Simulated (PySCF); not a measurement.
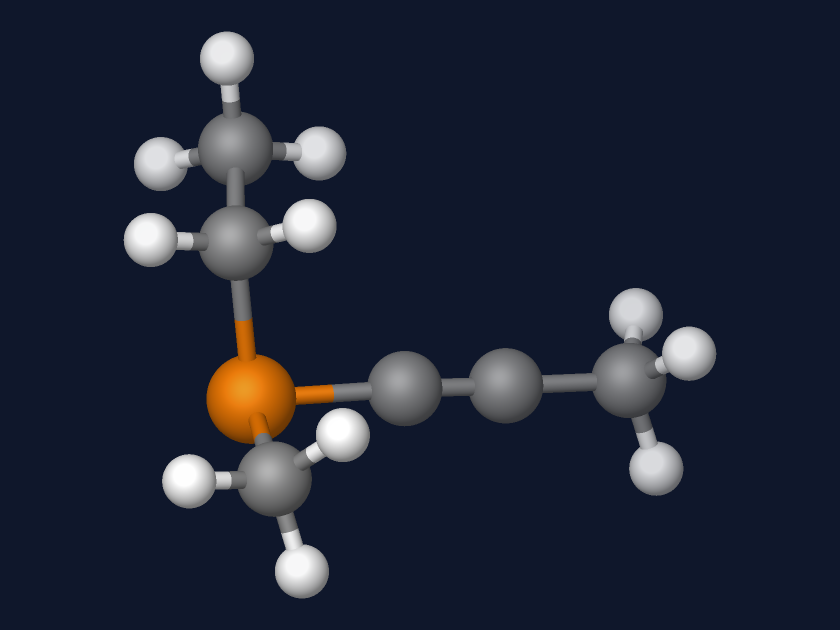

Ball-and-stick drawing of a structure. Every bond is drawn as one stick, whatever its order. Colours: carbon grey, phosphorus orange, hydrogen white.

The computed structure is the end point of a GFN2-xTB optimisation. No frequency run is at hand to confirm it as a minimum.

Describe the molecule.

The molecule is C6H11P. As SMILES it reads `CC#CP(C)CC`. It has no ring. Among its groups: alkyne. The point group is C1. Coordination: 4 C tetrahedral; 2 C linear; 1 P trigonal pyramidal.

The parts below concern this one geometry. Atoms keep their numbers from picture to picture.

**Dipole moment**

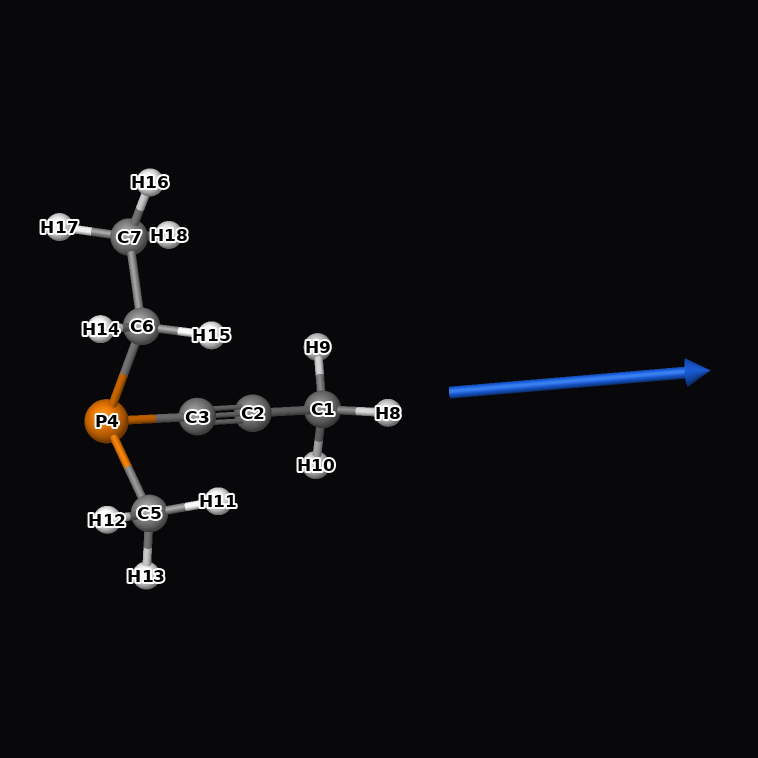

The arrow beside the molecule shows the direction of the dipole moment, from the negative to the positive end (its length means nothing). No frequency run is at hand to confirm it as a minimum. Properties computed with ωB97X-D/def2-SVPD, gas phase (PySCF 2.14.0).

How large is the dipole moment?

1.61 D; it points from the side of H17 to the side of H8 (the outermost atoms at the two ends).

**Polarisability**

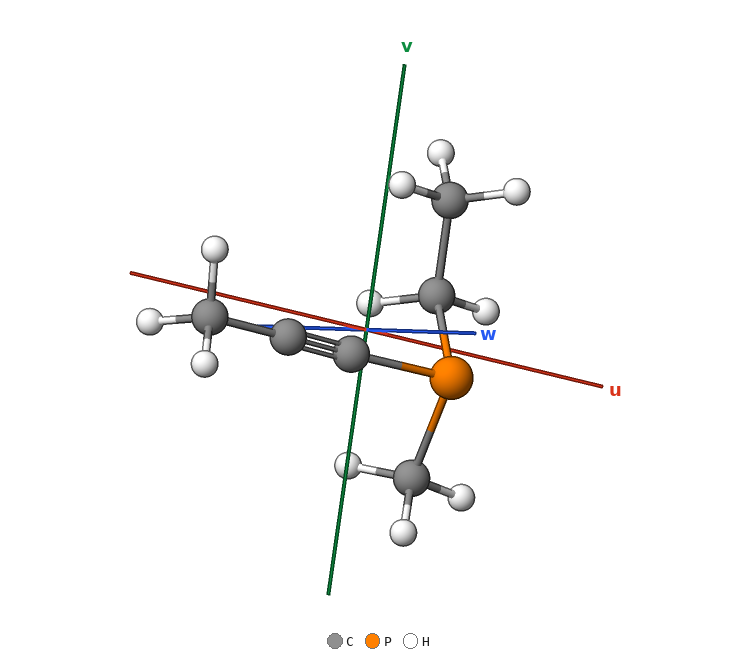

The lines u, v and w are the principal axes of the static dipole polarisability. No frequency run is at hand to confirm it as a minimum. Method: ωB97X-D/def2-SVPD (PySCF 2.14.0).

Along which axis is the molecule most polarisable, and along which least?

Most along u, least along w.

Give the three principal values.

u 125.3, v 96.1, w 78.5 bohr³; mean 100.0, anisotropy 40.9 bohr³.

**Excitation**

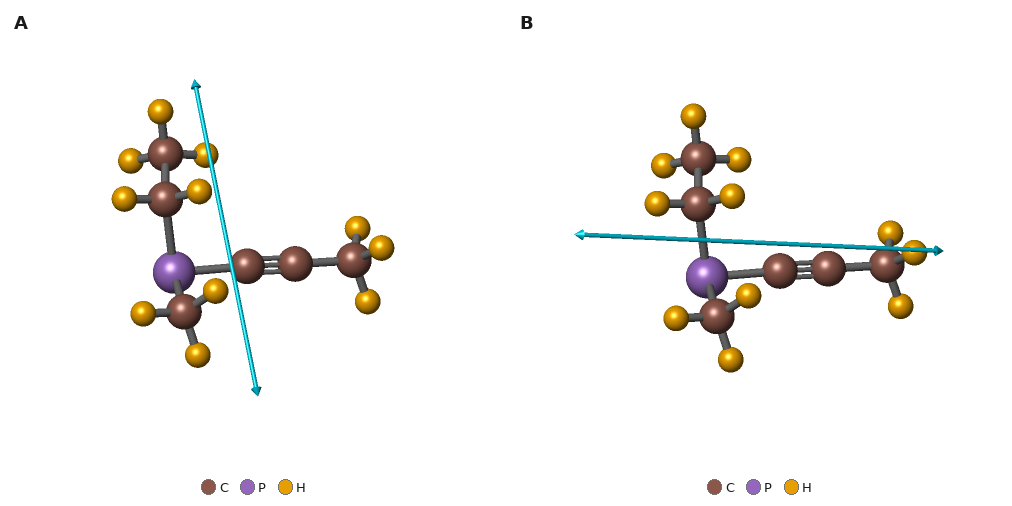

The double arrows show the directions of two transition dipoles from the ground state (lengths mean nothing). No frequency run is at hand to confirm it as a minimum. Method: TDDFT ωB97X-D/def2-SVPD, vertical, gas phase, core orbitals frozen in the response (PySCF 2.14.0).

One belongs to singlet state 2 and one to singlet state 3. Which is which?

A: state 3, 6.50 eV (191 nm), oscillator strength 0.019, of mixed character, with the largest part HOMO−1 → LUMO+1 (weight 0.49).
B: state 2, 5.99 eV (207 nm), oscillator strength 0.081, mainly HOMO → LUMO+1 (weight 0.50).

The geometry is semi-empirical. Around P such bond lengths and angles can be off by a tenth of an ångström or more and by several degrees, and values that hang on the shape move with them.
